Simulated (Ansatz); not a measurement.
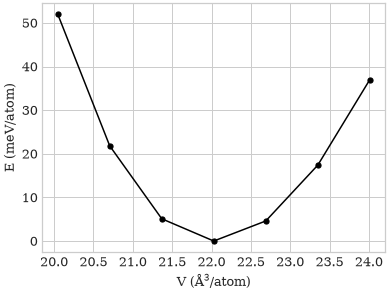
Figure. SiGe₃ in space group P-4m2 (No. 115; Si on 1a, Ge on 2g, Ge on 1c) under volume change, plane-wave PAW r²SCAN (Ansatz code), shape and atoms relaxed at each volume.

Problem. What does a third-order Birch–Murnaghan fit give for V₀, B₀ and B′?

Solution. V₀ = 22.03 Å³/atom, B₀ = 78.1 GPa, B′ = 4.6.

The start of the workflow was typed in or built on a structure type; neither database checked (COD, Materials Project) lists it. Its standing as an ambient phase is unchecked. The cell was relaxed with r²SCAN under the symmetry of its start; whether a distortion lowers the energy is not shown.

Potentials: the earlier of the program's two PAW sets.
